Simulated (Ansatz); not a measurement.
# A frame of liquid 80GeO2-20CaO (mol %) from 3000 K (98 atoms): where an added charge goes, part 2 of 4

Does an extra electron or hole in a frame of liquid 80GeO2-20CaO (mol %) from 3000 K (98 atoms) stay spread out, or do the atoms trap it?

Ansatz 0.2.0; Kohn-Sham DFT, revPBE, PAW (set soft_2), plane waves.

The cell: 28 Ge, 7 Ca and 63 O. The starting topology of bonds comes from the classical model. Only the Γ point is sampled, in a cell whose shortest periodic width is 11 Å. The liquid is relaxed first.

So far. Step 2 (Single point at the start): The r.m.s. force at the start is 2.5 eV/Å. Step 3 (Relaxation): The relaxation converged after 37 steps, 45.6 eV below its start, with a largest force component of 0.052 eV/Å.

## Step 4: Single point at the relaxed geometry

One more single point at the end of the walk gives the fuller output and checks the residual forces.

File input.yaml:

```yaml
crystal:
  lattice:
    - [11.4603, 0.0, 0.0]
    - [0.0, 11.4603, 0.0]
    - [0.0, 0.0, 11.4603]
  atoms:
    - { symbol: Ge, position: [0.08471, 0.12978, 0.5272] }
    - { symbol: Ge, position: [0.56158, 0.09627, 0.05983] }
    - { symbol: Ge, position: [0.85468, 0.97968, 0.82978] }
    - { symbol: Ge, position: [0.70221, 0.0251, 0.36167] }
    - { symbol: Ge, position: [0.80338, 0.7257, 0.91448] }
    - { symbol: Ge, position: [0.93931, 0.64007, 0.69434] }
    [... 86 atom lines left out ...]
    - { symbol: O, position: [0.54802, 0.49615, 0.04406] }
    - { symbol: O, position: [0.13617, 0.56258, 0.96362] }
    - { symbol: O, position: [0.77019, 0.93123, 0.71179] }
    - { symbol: O, position: [0.83074, 0.13222, 0.86099] }
    - { symbol: O, position: [0.07434, 0.75157, 0.3499] }
    - { symbol: O, position: [0.56273, 0.8169, 0.60194] }
kpoints:
  mp_grid: { grid: [1, 1, 1] }
hamiltonian:
  xc: revpbe
scf:
  occupations: { method: gaussian, width: 0.025 }
output:
  forces: true
  stress: true
  populations: intrinsic
  dos:
    method: { smearing: { sigma: 0.15 } }
    de: 0.1
    projected: { site_lists: { Ca: [Ca], Ge: [Ge], O: [O] } }
  eigenvalues: true
  write_density: true
  write_potential: true
  volumetric_format: npy
  elf: true
```

Launch:

```bash
ansatz run input.yaml --threads 4 --pin off --max-ram 8192MiB --backend cpu --events-out ev --progress --plain --runs-dir out
```

Numbers of over 12 decimals in the logs are rounded to 6 here.

What it wrote:

```text
[...]
Crystal: 98 atoms, lattice volume = 1505.178 Å³
Basis set: ecut = 420 eV, 29423 PW (Γ), exchange–correlation on 160×160×160 points (8 copies of the dense FFT grid, shifted against one another)
Bands: 518, of which v1, the nominal top of the filled ones, is band 420 counted from 1 (419 counted from 0)
Symmetry: 1 space group operations
[...]
k-points: 1
[...]
SCF iter   1: F=—  HF=-168956.095283 eV  |F-HF|=—  |Δ(HF+E_count)|=         —  Δρ=4.34e-3  dr2=3.75e-1  ethr=1.77e-3  ⟨swp⟩=6.0  Hψ=2019  notcnv=0  defer=66
[...]
SCF iter  10: F=-168956.044886 eV  HF=-168956.044886 eV  |F-HF|=4.76e-8  |Δ(HF+E_count)|=   4.37e-7  Δρ=1.95e-6  dr2=5.47e-8  ethr=1.19e-11  ⟨swp⟩=17.0  Hψ=4161  notcnv=0
SCF 1 converged in 10 iterations: F = -168956.044886 eV  dr2 = 5.47e-8
[...]
SCF converged after 10 iterations
Free energy (F): -168956.044886 eV
[...]
Internal energy: -168956.044886 eV  (E = F + TS)
E sigma→0 (E₀):  -168956.044886 eV
Fermi energy:    5.295592 eV
[...]
--- Forces (eV/Å), atoms counted from 1 ---
  atom   1  Ge    -0.00749050     0.00639750    -0.00415158
  atom   2  Ge     0.00063223    -0.00021713     0.00702877
  atom   3  Ge     0.00678865     0.00081529     0.00012000
  atom   4  Ge    -0.00425279     0.00373332     0.00858968
  atom   5  Ge     0.02500029    -0.01192249    -0.00499496
  atom   6  Ge    -0.01227360     0.00740359     0.00231796
  atom   7  Ge     0.00566628     0.00060901     0.00269139
  atom   8  Ge    -0.00322214     0.00471753    -0.00950907
  atom   9  Ge     0.00606531     0.00256127    -0.00134077
  atom  10  Ge     0.00169106     0.01813453    -0.01601829
  atom  11  Ge    -0.00471112     0.00205088     0.00172723
  atom  12  Ge    -0.00482008    -0.00446344     0.00031016
  atom  13  Ge    -0.01314366    -0.00206811    -0.00132934
  atom  14  Ge     0.00226408     0.00897280     0.01657575
[...]
atom  97  O     -0.00773854     0.00245484     0.01326635
  atom  98  O     -0.00936926    -0.01609030     0.00143316
  max |Σ_I F_I| component: 6.49e-5 eV/Å
--- Stress (GPa, compression-positive) ---
       -0.972052       0.561044      -0.301048
        0.561044      -0.811474      -0.365335
       -0.301048      -0.365335       1.262926
  P = ⅓ Tr σ = -0.1735 GPa (-1.735 kbar)
--- Band table (eV) ---
[...]
--- intrinsic populations: 98 sites ---
  site symbol       q [e]
     0     Ge     12.4890
     1     Ge     12.4328
     2     Ge     12.4273
[...]
97      O      7.1266
  spilling = -0.000000 (of n_electrons = 840.000000)
```

The job ended after 38 s (4 threads of Arm Neoverse V1, shared host; peak memory 2.3 GiB).

The run gave:

```
free energy                                      : -168956.0449 eV
free energy per atom                             : -1724.0413 eV/atom
SCF cycles                                       : 10
pressure                                         : -0.1735 GPa
r.m.s. force component                           : 0.00956 eV/Å
longest force                                    : 0.0578 eV/Å
Fermi energy                                     : 5.296 eV
gap (highest filled to lowest empty level) : 1.453 eV
```

Intrinsic-atomic-orbital charges by element and coordination:

```
element  coordination  atoms  mean charge (e)  spread  least    most
     Ca           all      7             1.78  0.0103   1.77    1.80
     Ca             4      2             1.79  0.0134   1.77    1.80
     Ca             5      4             1.77  0.0047   1.77    1.78
     Ca             6      1             1.77       0   1.77    1.77
     Ge           all     28             1.52  0.0414   1.42    1.57
     Ge             4     24             1.53  0.0404   1.42    1.57
     Ge             5      4             1.48  0.0271   1.45    1.52
      O           all     63           -0.873   0.119  -1.20  -0.756
      O             2     39           -0.814  0.0619  -1.06  -0.756
      O             3     24           -0.967   0.128  -1.20  -0.756
```

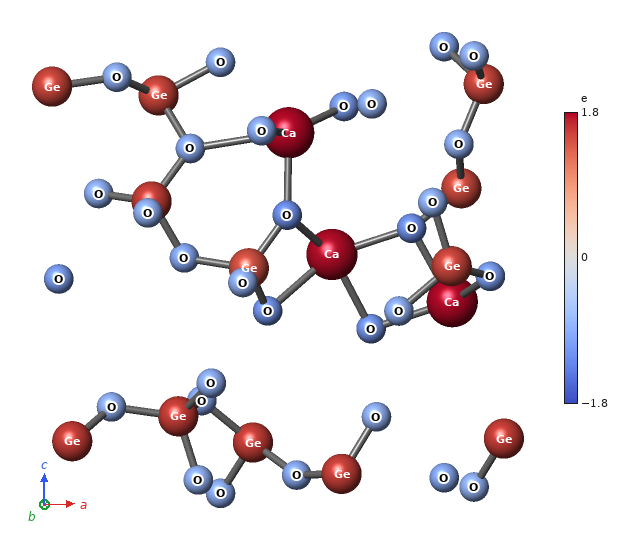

Atoms coloured by intrinsic-atomic-orbital charge. Drawn is a slice 4 Å thick, seen along the normal of the ac plane. Bonds to atoms that aren't drawn are left out.

Density of states as counts of states in windows of 1 eV (from the Fermi level), total and the larger projections:

```
from (eV)  to (eV)  total   O p  Ge p  Ge s
      -10       -9   14.7   8.2   0.8   4.6
       -9       -8   13.8   8.0   1.1   3.5
       -8       -7   15.3   9.5   1.8   2.8
       -7       -6   29.7  21.4   6.4   0.7
       -6       -5   34.6  25.8   6.3   0.6
       -5       -4   47.8  38.8   5.4   0.5
       -4       -3   71.8  65.2   3.2   0.3
       -3       -2   92.7  88.5   1.5   0.2
       -2       -1   43.2  41.4   0.6   0.1
       -1        0    4.4   4.2   0.1   0.0
        0        1    2.0   0.4   0.1   0.9
        1        2    1.7   0.5   0.2   0.7
        2        3   14.6   4.3   1.6   6.1
        3        4   15.4   4.4   2.2   5.6
        4        5   25.7   5.4   4.7   6.0
```

Between -26 and -10 eV lie 451 more states.

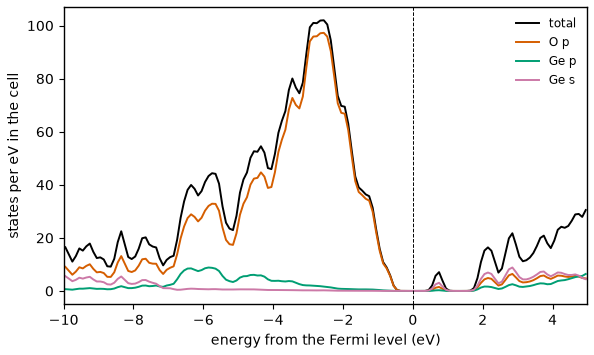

Total and projected density of states, with the broadening of the input.

The levels nearest the highest filled one (over half full), pooled over k-points and spins:

```
level less the highest filled one (eV)  occupation
                                -0.511           2
                                -0.445           2
                                -0.432           2
                                -0.311           2
                                -0.217           2
                                     0           2
                                  1.45           0
                                  2.69           0
                                  2.82           0
                                  2.93           0
                                  3.05           0
                                  3.35           0
```

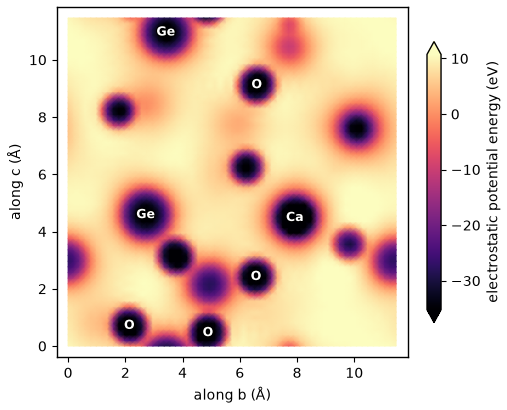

Electrostatic potential energy in the bc plane at fractional x = 0.320, with atoms of Ge and Ca and O within 0.2 Å of it. With pseudopotentials it is smooth inside the atoms' cores, unlike the true potential.

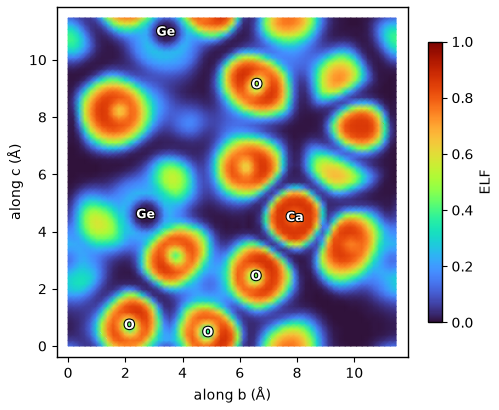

ELF in the bc plane at fractional x = 0.320, with atoms of Ge and Ca and O within 0.2 Å of it. It is the smooth field of the valence electrons, not physical close to the nuclei.

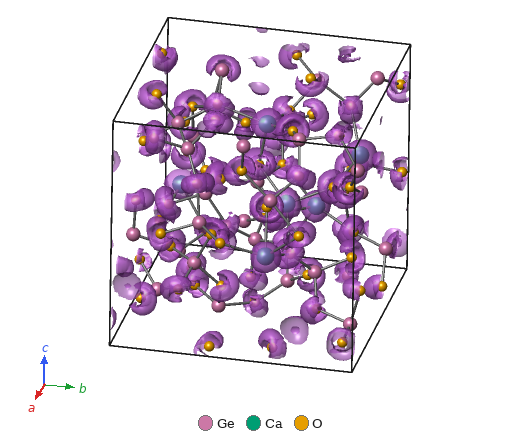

Surface of ELF = 0.81. Bonds to atoms that aren't drawn are left out.

The highest filled and lowest empty levels differ by 1.45 eV (at Γ alone); a semilocal functional tends to put such gaps too low. In a disordered cell it changes from sample to sample and from frame to frame. Mean intrinsic-atomic-orbital charges: Ca +1.78, Ge +1.52, O -0.87 e. The largest share in the top eV of filled states is O p (97 % of the projected weight), and in the lowest eV of empty states Ge s (44 % of the projected weight).

## Step 5: An extra electron, atoms held

The electron count changes by one with the atoms held: a vertical process, on a uniform background, with spin and a narrow Fermi–Dirac smearing. Its energy against the neutral cell hangs on the program's zero of potential.

File input.yaml:

```yaml
crystal:
  lattice:
    - [11.4603, 0.0, 0.0]
    - [0.0, 11.4603, 0.0]
    - [0.0, 0.0, 11.4603]
  atoms:
    [... the 98 atom lines of step 4 ...]
total_charge: -1
kpoints:
  mp_grid: { grid: [1, 1, 1] }
hamiltonian:
  xc: revpbe
scf:
  occupations: { method: fermi_dirac, width: 0.01 }
  lower_state_search: "off"
output:
  forces: true
  stress: true
  populations: true
  dos:
    method: { smearing: { sigma: 0.1 } }
    de: 0.1
    projected: { site_lists: { Ca: [Ca], Ge: [Ge], O: [O] } }
  eigenvalues: true
  write_density: true
  write_potential: true
  volumetric_format: npy
magnetization:
  spin_polarized: true
  initial_magnetization: 1
```

What it wrote:

```text
[...]
Crystal: 98 atoms, lattice volume = 1505.178 Å³
Basis set: ecut = 420 eV, 29423 PW (Γ), exchange–correlation on 160×160×160 points (8 copies of the dense FFT grid, shifted against one another)
Bands: 519, of which v1, the nominal top of the filled ones, is band 421 counted from 1 (420 counted from 0)
Symmetry: 1 space group operations
[...]
k-points: 1
[...]
Starting moments: Σ|m| = 1 μB on 98 of 98 sites
[...]
SCF iter   1: F=—  HF=-168991.313767 eV  |F-HF|=—  |Δ(HF+E_count)|=         —  Δρ=4.19e-2 (↑4.19e-2 ↓4.14e-2)  dr2=1.49e2  dr2_m=1.54e-1  M=1.000 μB ∫|m|=1.080 μB  β_m=1.00  ethr=3.10e-3  ⟨swp⟩=8.0  Hψ=4358  notcnv=0  defer=133
[...]
spin=Collinear: Resta preconditioning applied to the charge; magnetization (m = ρ↑ − ρ↓) channel mixes plain (no charge-response kernel on spin).
SCF iter   2: F=—  HF=-168963.869408 eV  |F-HF|=—  |Δ(HF+E_count)|=         —  Δρ=2.70e-2 (↑2.62e-2 ↓2.70e-2)  dr2=5.26e1  dr2_m=1.00e-1  M=0.733 μB ∫|m|=0.801 μB  β_m=0.30  ethr=3.10e-3  ⟨swp⟩=3.0  Hψ=2049  notcnv=0  defer=185
[...]
SCF iter  15: F=—  HF=-168950.003040 eV  |F-HF|=—  |Δ(HF+E_count)|=   1.40e-4  Δρ=1.20e-4 (↑1.20e-4 ↓1.20e-4)  dr2=2.41e-7  dr2_m=1.99e-4  M=0.624 μB ∫|m|=0.691 μB  β_m=0.30  ethr=8.84e-11  ⟨swp⟩=3.5  Hψ=2523  notcnv=0  defer=188
[...]
spin-set hold released at iteration 15 (site moments' squared step at or under half its running peak, from the soft ceiling on): the magnetisation degrees of freedom join the quasi-Newton model from the next iteration; the mixer history was flushed
SCF iter  16: F=—  HF=-168950.003160 eV  |F-HF|=—  |Δ(HF+E_count)|=   1.19e-4  Δρ=1.14e-4 (↑1.14e-4 ↓1.13e-4)  dr2=4.03e-7  dr2_m=1.79e-4  M=0.650 μB ∫|m|=0.720 μB  β_m=0.20  ethr=2.86e-11  ⟨swp⟩=4.0  Hψ=2742  notcnv=0  defer=188
[...]
SCF iter  25: F=-168950.003741 eV  HF=-168950.003741 eV  |F-HF|=2.91e-10  |Δ(HF+E_count)|=   3.11e-9  Δρ=1.89e-7 (↑1.89e-7 ↓1.88e-7)  dr2=1.44e-11  dr2_m=4.86e-10  M=0.837 μB ∫|m|=0.946 μB  ethr=1.00e-12  ⟨swp⟩=5.0  Hψ=4771  notcnv=0
SCF 1 converged in 25 iterations: F = -168950.003741 eV  dr2 = 1.44e-11
[...]
SCF converged after 25 iterations
Magnetization: 0.8375 μB (420.9187 up, 420.0813 down)
Absolute magnetization: 0.9106 μB (∫|ρ↑−ρ↓|, with the PAW one-centre terms)
[...]
Per-site moments (μB) at R_I (Å): [(0.00242105, 0.725811), (0.00221428, 0.725692), (0.00628075, 0.723267), (0.00256647, 0.722058), (0.00165106, 0.701080), [...]
Free energy (F): -168950.003741 eV
[...]
Internal energy: -168949.998105 eV  (E = F + TS)
E sigma→0 (E₀):  -168950.000923 eV
Entropy (-TS):   -0.005636 eV (-0.058 meV/atom)
Fermi energy:    6.087693 eV
[...]
--- Forces (eV/Å), atoms counted from 1 ---
  atom   1  Ge    -0.04799642     0.08004654     0.01819006
  atom   2  Ge     0.01033892     0.16275405     0.06584087
  atom   3  Ge     0.06769232     0.13921855     0.05878032
  atom   4  Ge    -0.08576487     0.12501145    -0.06993164
  atom   5  Ge     0.01047990     0.02506326     0.08113305
  atom   6  Ge    -0.00876745    -0.04808342     0.09795192
  atom   7  Ge    -0.01053529    -0.03112629    -0.00786566
  atom   8  Ge    -0.01448823     0.04463826    -0.12050393
  atom   9  Ge     0.08937967     0.05515312     0.02977338
  atom  10  Ge     0.01638368    -0.11423068    -0.09306564
  atom  11  Ge     0.06020659     0.14697305     0.19408033
  atom  12  Ge     0.09448826     0.09695395     0.01810575
  atom  13  Ge     0.02180715     0.07924467     0.08312521
  atom  14  Ge     0.02441173    -0.11730684     0.11452661
[...]
atom  97  O     -0.00265692    -0.01029919     0.02855251
  atom  98  O     -0.06923445    -0.09859055    -0.02051105
  max |Σ_I F_I| component: 4.91e-6 eV/Å
--- Stress (GPa, compression-positive) ---
       -0.411924       0.517264      -0.303196
        0.517264      -0.239944      -0.326518
       -0.303196      -0.326518       1.784184
  P = ⅓ Tr σ = 0.3774 GPa (3.774 kbar)
--- Band table (eV) ---
[...]
--- Löwdin populations: 98 sites ---
  site symbol       q [e]    m [muB]
     0     Ge     12.4851     0.0101
     1     Ge     12.4297     0.0106
     2     Ge     12.4363     0.0238
[...]
97      O      7.0013     0.0028
  spilling = 0.006438 (of n_electrons = 841.000000)
```

Wall time 3 min (4 threads); peak memory 3.9 GiB; 12 min of CPU time.

An extra electron, atoms held: the energy stands 6.04 eV above that of the reference, with a moment of 0.84 μB.

The levels nearest the highest filled one (over half full), pooled over k-points and spins:

```
level less the highest filled one (eV)  occupation
                                 -1.77           1
                                 -1.54           1
                                 -1.53           1
                                     0       0.919
                                0.0485       0.081
                                  1.27           0
                                  1.33           0
                                  1.37           0
```

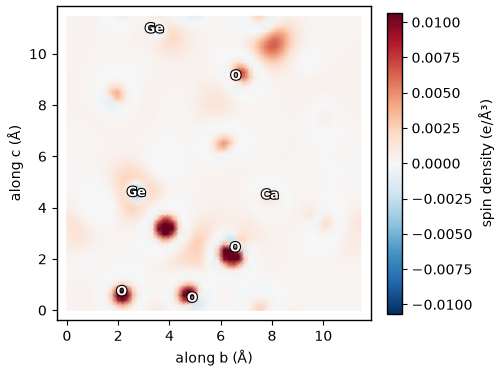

Spin density in the bc plane at fractional x = 0.320, with atoms of Ge and Ca and O within 0.2 Å of it.

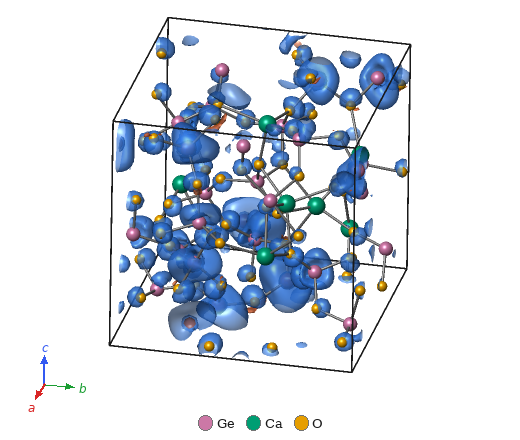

Surfaces of spin density = ±0.0024 e/Å³, which hold about 50 % of the integral of its size. The two colours are the two signs. Bonds to atoms that aren't drawn are left out.

## Step 6: An extra electron, atoms relaxed

The atoms now respond to the charge; the energy gained comes from screening by the atoms, from trapping if the charge localises, and from any strain left in the reference.

input.yaml, the sections that differ from step 5:

```yaml
output:
  forces: true
relax:
  f_tol: 0.05
  max_steps: 90
# crystal, total_charge, kpoints, hamiltonian, scf, magnetization: as in step 5
```

What it wrote:

```text
[...]
Crystal: 98 atoms, lattice volume = 1505.178 Å³
Basis set: ecut = 420 eV, 29423 PW (Γ), exchange–correlation on 160×160×160 points (8 copies of the dense FFT grid, shifted against one another)
Bands: 519, of which v1, the nominal top of the filled ones, is band 421 counted from 1 (420 counted from 0)
Symmetry: 1 space group operations
[...]
k-points: 1
[...]
Starting moments: Σ|m| = 1 μB on 98 of 98 sites
[...]
SCF iter   1: F=—  HF=-168991.313763 eV  |F-HF|=—  |Δ(HF+E_count)|=         —  Δρ=4.19e-2 (↑4.19e-2 ↓4.14e-2)  dr2=1.49e2  dr2_m=1.54e-1  M=1.000 μB ∫|m|=1.080 μB  β_m=1.00  ethr=3.10e-3  ⟨swp⟩=8.0  Hψ=4358  notcnv=0  defer=133
[...]
SCF iter   2: F=—  HF=-168963.869404 eV  |F-HF|=—  |Δ(HF+E_count)|=         —  Δρ=2.70e-2 (↑2.62e-2 ↓2.70e-2)  dr2=5.26e1  dr2_m=1.00e-1  M=0.733 μB ∫|m|=0.801 μB  β_m=0.30  ethr=3.10e-3  ⟨swp⟩=3.0  Hψ=2049  notcnv=0  defer=185
[...]
SCF iter  15: F=—  HF=-168950.002999 eV  |F-HF|=—  |Δ(HF+E_count)|=   1.40e-4  Δρ=1.20e-4 (↑1.20e-4 ↓1.20e-4)  dr2=2.38e-7  dr2_m=1.99e-4  M=0.624 μB ∫|m|=0.691 μB  β_m=0.30  ethr=9.04e-11  ⟨swp⟩=3.0  Hψ=2591  notcnv=0
[...]
SCF iter  20: F=-168950.003741 eV  HF=-168950.003741 eV  |F-HF|=3.25e-7  |Δ(HF+E_count)|=   3.17e-5  Δρ=5.99e-6 (↑5.95e-6 ↓5.99e-6)  dr2=5.62e-8  dr2_m=4.81e-7  M=0.841 μB ∫|m|=0.951 μB  ethr=1.52e-11  ⟨swp⟩=1.0  Hψ=3946  notcnv=0
SCF 1 converged in 20 iterations: F = -168950.003741 eV  dr2 = 5.62e-8
[...]
relax step   1: F+E_penalty+E_count = -168950.00374087 eV  Δ(F+E_penalty+E_count) = +0.000e0 eV  max|allowed force component| = 2.239e-1 eV/Å  Δτ_max = 0.0000 Å  (20 SCF iters, dr2 threshold 6.25e-5 eV, accepted)
[...]
relax step   2: F+E_penalty+E_count = -168950.03478578 eV  Δ(F+E_penalty+E_count) = -3.104e-2 eV  max|allowed force component| = 1.309e-1 eV/Å  Δτ_max = 0.0285 Å  (8 SCF iters, dr2 threshold 3.13e-6 eV, accepted)
[...]
relax step   3: F+E_penalty+E_count = -168950.04478864 eV  Δ(F+E_penalty+E_count) = -1.000e-2 eV  max|allowed force component| = 5.553e-2 eV/Å  Δτ_max = 0.0161 Å  (9 SCF iters, accepted)
[...]
relax step   4: F+E_penalty+E_count = -168950.04269261 eV  Δ(F+E_penalty+E_count) = +2.096e-3 eV  max|allowed force component| = 9.427e-2 eV/Å  Δτ_max = 0.0873 Å  (9 SCF iters, rejected (line search))
[...]
relax step   5: F+E_penalty+E_count = -168950.04940711 eV  Δ(F+E_penalty+E_count) = -4.618e-3 eV  max|allowed force component| = 1.938e-2 eV/Å  Δτ_max = 0.0405 Å  (9 SCF iters, accepted)
SCF converged after 9 iterations
Magnetization: 0.9065 μB (420.9532 up, 420.0468 down)
Absolute magnetization: 0.9858 μB (∫|ρ↑−ρ↓|, with the PAW one-centre terms)
[...]
Per-site moments (μB) at R_I (Å): [(0.00225478, 0.726730), (0.00229618, 0.727905), (0.00667228, 0.726172), (0.00254248, 0.723786), (0.00159228, 0.702180), [...]
Free energy (F): -168950.049407 eV
[...]
Internal energy: -168950.045630 eV  (E = F + TS)
E sigma→0 (E₀):  -168950.047519 eV
Entropy (-TS):   -0.003777 eV (-0.039 meV/atom)
Fermi energy:    6.004134 eV
[...]
Σ components = -168950.049407   (vs F -168950.049407, Δ=0.00e0)
--- Forces (eV/Å), atoms counted from 1 ---
  atom   1  Ge    -0.01125832    -0.00071626    -0.00871548
  atom   2  Ge     0.00692118    -0.00516843     0.00555648
  atom   3  Ge     0.00142797    -0.01613230    -0.00958588
  atom   4  Ge     0.00910431    -0.00338861     0.01095925
[...]
atom  98  O     -0.00182888    -0.00348255     0.00161909
  max |Σ_I F_I| component: 1.14e-4 eV/Å
--- Relaxed structure (5 steps of the walk, 4 accepted, 0 SCFs on fresh bases) ---
  F+E_penalty+E_count = -168950.04940711 eV   max|allowed force component| = 1.938e-2 eV/Å
  atoms:
    - { symbol: Ge, position: [0.085385, 0.129250, 0.527148] }
    - { symbol: Ge, position: [0.561912, 0.096960, 0.060391] }
    - { symbol: Ge, position: [0.853716, 0.979690, 0.830207] }
    - { symbol: Ge, position: [0.702052, 0.025919, 0.363052] }
[...]
- { symbol: O, position: [0.561216, 0.816036, 0.601204] }
```

Run time: 4.6 min. Hardware: 4 threads; peak memory 3.8 GiB.

The relaxation converged after 5 steps, 0.0457 eV below its start, with a largest force component of 0.019 eV/Å.

An extra electron, atoms relaxed: the energy stands 6.00 eV above that of the reference, with a moment of 0.91 μB.

[end of part 2 of 4]

[Logs are printed without paths, hosts, clocks, repeated set-up lines and the standing remarks that a program may print on its own settings, such as how far it seeks lower states.]

[Hosts, paths, dates, database ids (printed as entryN), source tags and the programs' standing remarks are cut or masked in the printed files.]
